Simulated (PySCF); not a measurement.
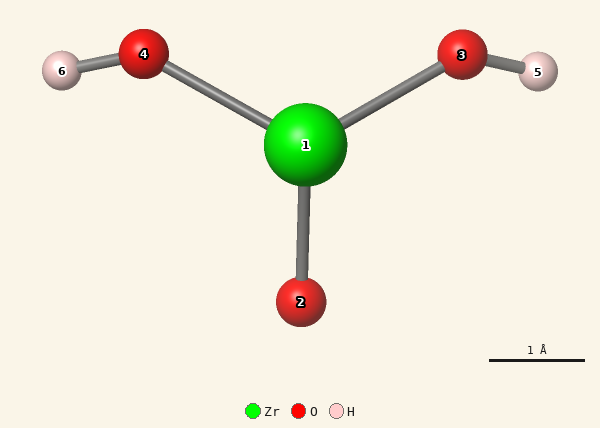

Figure 1. The structure (ball-and-stick view, seen on its broad side; atoms are numbered from 1 in the order of the input). Sticks mark near contacts. Bond lengths as drawn: H–O 0.96 Å and O–Zr 1.75 to 1.97 Å.

## Frequency calculation, with input and output: ZrH$_{2}$O$_{3}$

The run: frequency calculation of ZrH$_{2}$O$_{3}$. Method and program: RKS-based PBE0, Zr def2-TZVP with ECP28, O def2-TZVP, H def2-TZVP; non-relativistic Hamiltonian with a scalar-relativistic core potential; density fitting (PySCF 2.14.0).

Input file
```python
from pyscf import gto, scf, dft
mol = gto.M(atom='''
Zr     0.039759    -0.006150     0.159661
O      1.679956    -0.259873    -0.392942
O     -0.643069     1.802963    -0.211378
O     -1.157778    -1.524389    -0.211378
H     -0.337466     2.597832    -0.645605
H     -1.106629    -2.374444    -0.645605''',
    basis={'Zr': 'def2-TZVP', 'O': 'def2-TZVP', 'H': 'def2-TZVP'},
    ecp={'Zr': 'def2-TZVP'},
    charge=0, spin=0)
mf = dft.RKS(mol, xc='PBE0')
mf.grids.atom_grid = (75, 302)
aux = {'Zr': 'def2-universal-JKFIT', 'O': 'def2-universal-JKFIT', 'H': 'def2-universal-JKFIT'}
mf = mf.density_fit(auxbasis=aux)
mf.conv_tol = 1e-09
mf.diis_space = 10
mf.max_cycle = 60
mf.verbose = 4
mf.kernel()
```

The script is an equivalent of the set-up of the self-consistent field. The run itself was carried out by a driver, which started from the orbitals of the step before it where there was one and computed the further properties.

Machine: 4 threads of Arm Neoverse V1, 24 GiB of memory available, shared host.

Launched with:
```bash
OMP_NUM_THREADS=4 python axn.py task.json out
```

What the program printed
```
init E= -273.939521094478
  HOMO = -0.299352068149429  LUMO = -0.0883246859861124  gap/eV = 5.74235
cycle= 1 E= -273.939521094478  delta_E= -1.14e-13  |g|= 8.76e-07  |ddm|= 7.04e-07
  HOMO = -0.299351918537551  LUMO = -0.0883247853731248  gap/eV = 5.74234
Extra cycle  E= -273.939521094478  delta_E= 7.96e-13  |g|= 2.45e-06  |ddm|= 1.58e-06
converged SCF energy = -273.939521094478
```

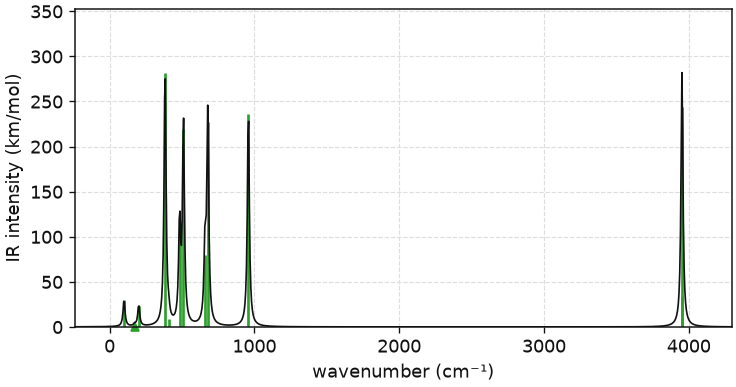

Figure 2. Harmonic infrared spectrum, unscaled: sticks (degenerate modes added up, dark ones marked on the axis) with a Lorentzian envelope of 16 cm⁻¹ full width, scaled to the tallest stick. 12 modes from 100 to 3955 cm⁻¹, none imaginary. The strongest line is at 383 cm⁻¹ (282 km/mol). All modes, in cm⁻¹ (km/mol): 100 (29), 173 (2.1), 201 (23), 383 (282), 409 (8.7), 484 (110), 510 (220), 659 (80), 678 (227), 958 (236), 3953 (244), 3955 (35).

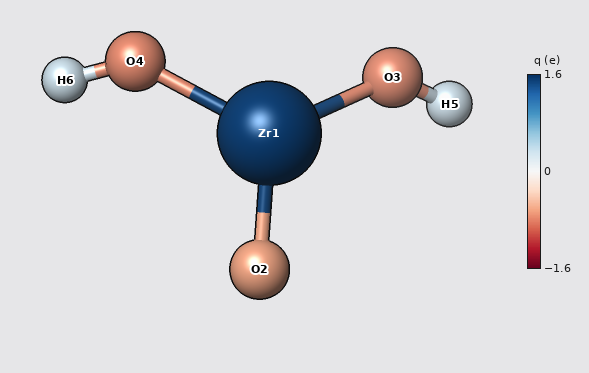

Figure 3. Mulliken charges, as the colour of each atom (ball-and-stick view, seen at a tilt; atoms are numbered from 1 in the order of the input; Mulliken charges depend strongly on the basis). By element: Zr +1.51, O −0.77 to −0.63 and H +0.33 e.

Results in brief

- outcome: converged
- total energy: −273.939521 hartree
- HOMO: −8.15 eV
- LUMO: −2.40 eV
- zero-point energy: 0.028389 hartree
- dipole moment: 2.83 D
- wavenumbers, lowest and highest: 100 and 3955 cm⁻¹
- wall time: 1.9 min (CPU time 5.6 min)
- peak memory: 2 GiB
